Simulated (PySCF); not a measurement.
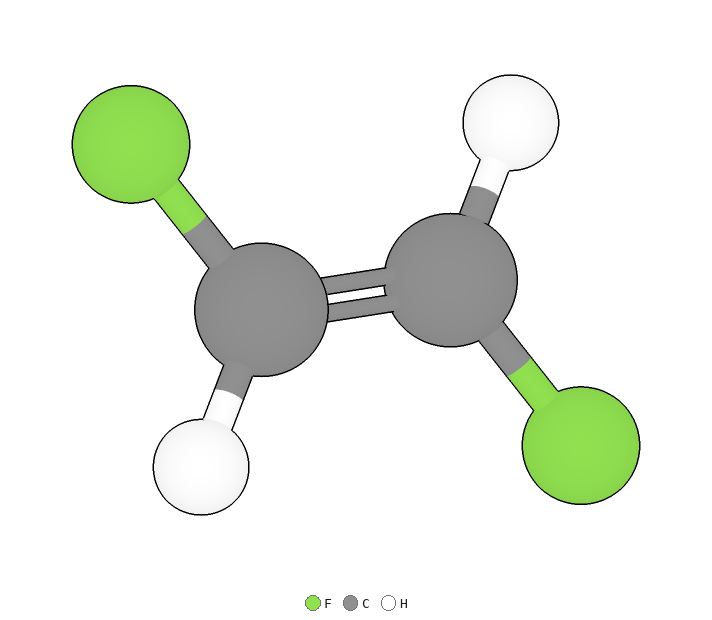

The picture shows a molecular structure as a ball-and-stick model. Double and triple bonds are drawn as two and three sticks.

The geometry was computed by an optimisation with PBE0-D3(BJ)/def2-SVP. No frequency run is at hand to confirm it as a minimum.

Which formula does it have?

Answer. C₂H₂F₂, 6 atoms: 2 carbon, 2 hydrogen and 2 fluorine.

Name some functional groups or characteristic bonds that it holds.

Answer. Among them: alkene, C–F bond.

How many bonds of each kind are drawn?

Answer. 2 C–F, 2 C–H, 1 C–C.

The parts below concern this one geometry. Atoms keep their numbers from picture to picture.

**Symmetry**

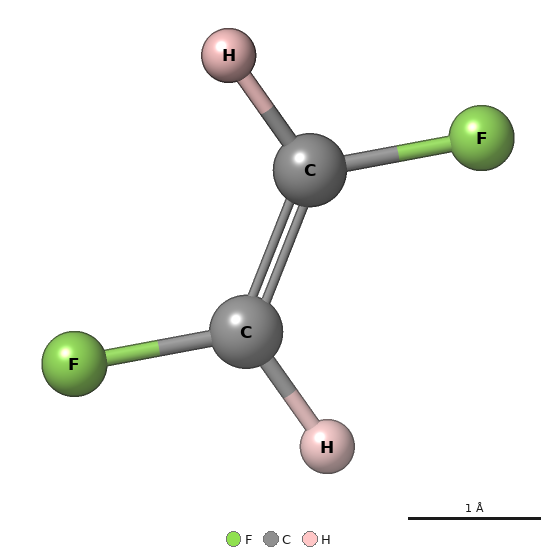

Atoms fade into the background with distance from the viewer. No frequency run is at hand to confirm it as a minimum. Masses are those of the most abundant isotopes; constants are for the rigid equilibrium geometry.

Classify the rotor and give the rotational constants (MHz).

Answer. An asymmetric top (C2h): A = 58085, B = 4041, C = 3778 MHz. Ray's parameter κ is −0.99, close to the prolate limit.

**NMR shielding**

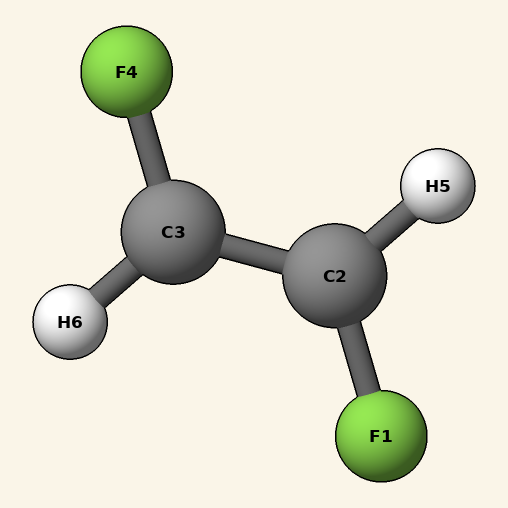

No frequency run is at hand to confirm it as a minimum. Level of theory: GIAO PBE0/cc-pVTZ NMR shielding, non-relativistic, gas phase (PySCF 2.14.0). Principal shieldings σ11 ≤ σ22 ≤ σ33, span Ω = σ33 − σ11, skew κ = 3(σiso − σ22)/Ω.

Give the shielding tensors of the F atoms.

| atom | σ11 | σ22 | σ33 | σiso | Ω | κ |
| --- | --- | --- | --- | --- | --- | --- |
| F1, F4 | 297.0 | 356.5 | 446.5 | 366.7 | 149.4 | 0.20 |

Shieldings and span in ppm.

**Bond orders**

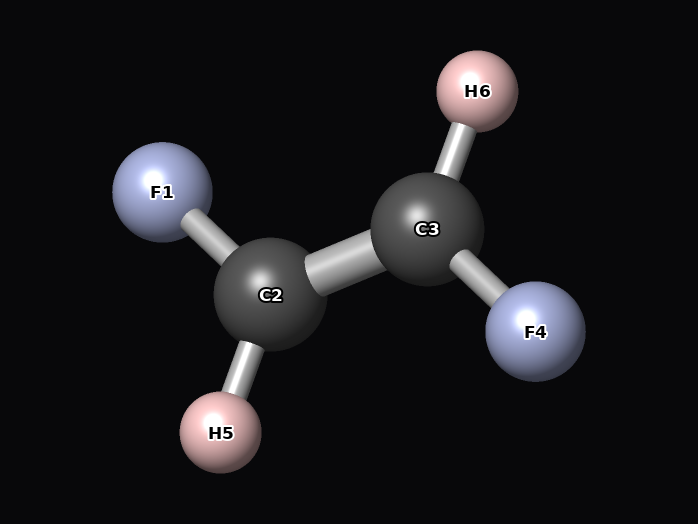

The thickness of each stick grows with its Mayer bond order. No frequency run is at hand to confirm it as a minimum. Computed with PBE0/IGLO-III (PySCF 2.14.0).

Which bond has the highest Mayer bond order?

Answer. C2–C3, 1.85, at a length of 1.329 Å.

List the Mayer bond orders of C2–C3, F1–C2, C2–H5 (one bond of each equivalent set).

```csv
bond,Mayer order,length (Å)
C2–C3,1.85,1.329
F1–C2,1.00,1.328
C2–H5,0.99,1.093
```

**Spin–spin coupling**

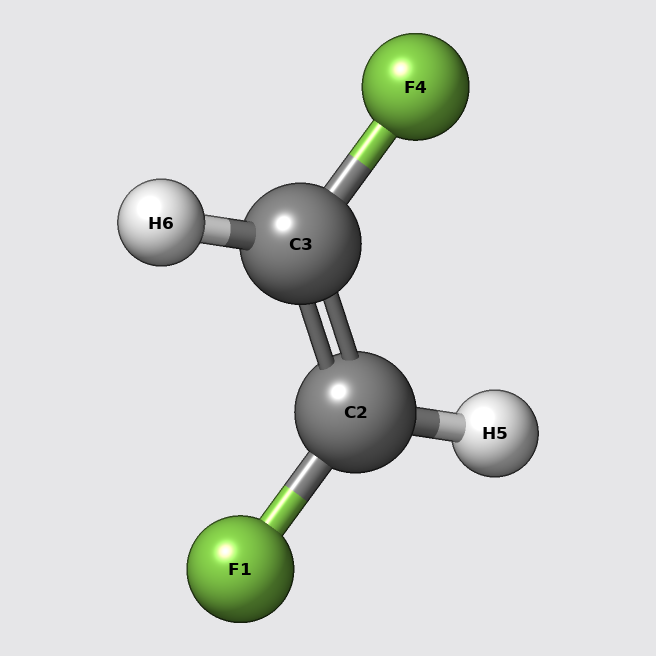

No frequency run is at hand to confirm it as a minimum. Level of theory: LDA/pcJ-1 indirect spin-spin coupling, non-relativistic, gas phase (PySCF 2.14.0). Isotopes: 13C, 19F, 1H.

Give the spin–spin coupling constants of these pairs, with the number of bonds between them: C2/C3, C2/H5, C3/H6, C3/F4, F1/H5, F1/C3, C2/H6, C2/F4, C3/H5, F4/H6, F1/H6, F4/H5, H5/H6.

| pair | bonds apart | J (Hz) |
| --- | --- | --- |
| C2, C3 | 1 | 95.6 |
| C2, H5 | 1 | 159.2 |
| C3, H6 | 1 | 159.2 |
| C3, F4 | 1 | −334.5 |
| F1, H5 | 2 | 61.3 |
| F1, C3 | 2 | 25.3 |
| C2, H6 | 2 | 7.3 |
| C2, F4 | 2 | 25.3 |
| C3, H5 | 2 | 7.3 |
| F4, H6 | 2 | 61.3 |
| F1, H6 | 3 | 7.3 |
| F4, H5 | 3 | 7.3 |
| H5, H6 | 3 | 6.9 |

Density functionals are unreliable for couplings to fluorine, so those rows may be far off.
